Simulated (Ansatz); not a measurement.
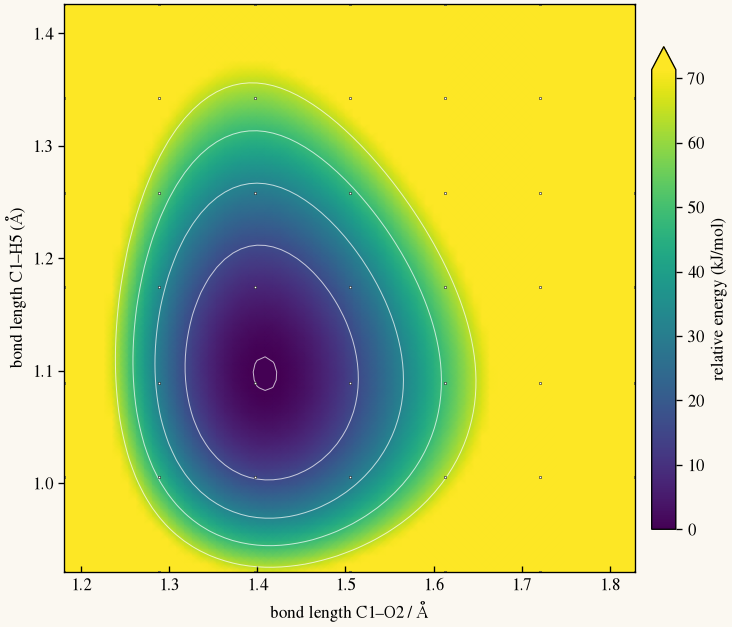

CH4OSb, SMILES C[O][SbH], spin multiplicity 2. 
- First axis: bond length C1–O2. Second axis: bond length C1–H5.
- Nothing is relaxed (all other coordinates rigid).
- The grid has 7 × 7 points.
- Energies: kJ/mol, counted from the lowest grid point.
- These are results of Ansatz 0.2.0, UKS PBE0-D4/def2-TZVP, not measurements.

In the figure: a smooth colour map with a few white contour lines, dots at the grid points, one colour for all values above the top of the scale. Between grid points the surface is interpolated.

**Where is the minimum, and how stiff is the well along each coordinate?**

The interpolated minimum is at bond length C1–O2 ≈ 1.406 Å, bond length C1–H5 ≈ 1.097 Å. The curvatures there are about 34 eV/Å² and 31 eV/Å², with a cross term of about 2 eV/Å². Round the minimum the two coordinates are weakly coupled (coupling 0.05 in units of the two stiffnesses). (1 eV is 96.5 kJ/mol.)
